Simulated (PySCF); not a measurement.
C₃H₁₁NOSi₂

The calculation's input:

```
{"job": {"kind": "uv", "xc": "B3LYP", "basis": "def2-SVPD", "nstates": 8, "ntriplets": 3}, "charge": 0, "multiplicity": 1}
N      0.492783     2.057662    -0.467516
Si     0.271169     0.427264    -0.978017
O      1.666186    -0.358915    -0.709737
Si     3.056594    -0.658641     0.053415
C     -1.123101    -0.270598     0.066966
C     -2.048736    -1.309316    -0.499816
C     -2.544143     0.078932    -0.271971
H      1.328615     2.542390    -0.750711
H     -0.292020     2.687116    -0.462134
H      0.059526     0.195708    -2.411336
H      2.808369    -0.790378     1.488515
H      3.966854     0.458069    -0.212826
H      3.526496    -1.905064    -0.546115
H     -0.915975    -0.373400     1.126172
H     -1.892884    -1.634185    -1.517579
H     -2.402548    -2.093858     0.153165
H     -2.723473     0.702231    -1.135635
H     -3.242472     0.251301     0.533983
```

Run with:

```sh
OMP_NUM_THREADS=1 python probes_run.py task.json out
```

Geometry: GFN2-xTB.

The calculation used B3LYP/def2-SVPD, SCF density, gas phase in PySCF.

**What will maps of the electron density and electron localisation function show?**

C–C (1.50 Å): ρ is about 1.6 e/Å³ halfway; the ELF peaks at about 0.85 between the atoms; localised, covalent bonding.
C–Si (1.88 Å): ρ is about 0.98 e/Å³ halfway; the ELF peaks at about 1 between the atoms (a shared electron pair).
C–H (1.08 Å): ρ at the midpoint is about 2 e/Å³; the ELF climbs to about 1 towards the hydrogen, as it does in any bond to H (a covalent bond by its length).

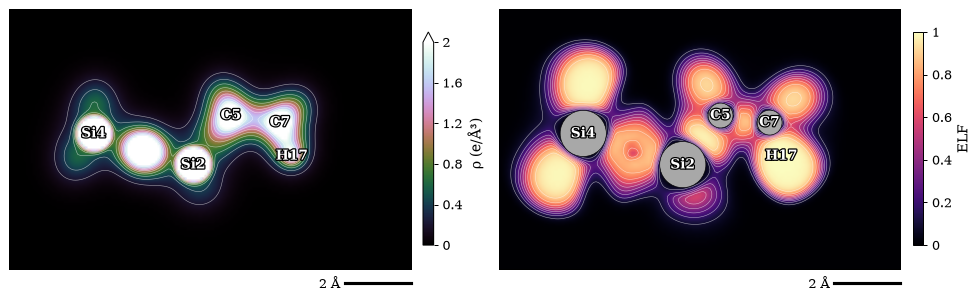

Computed electron density and electron localisation function on the plane of atoms Si2, C5 and C7, in this order. Grey discs cover the atomic cores in the ELF map. 
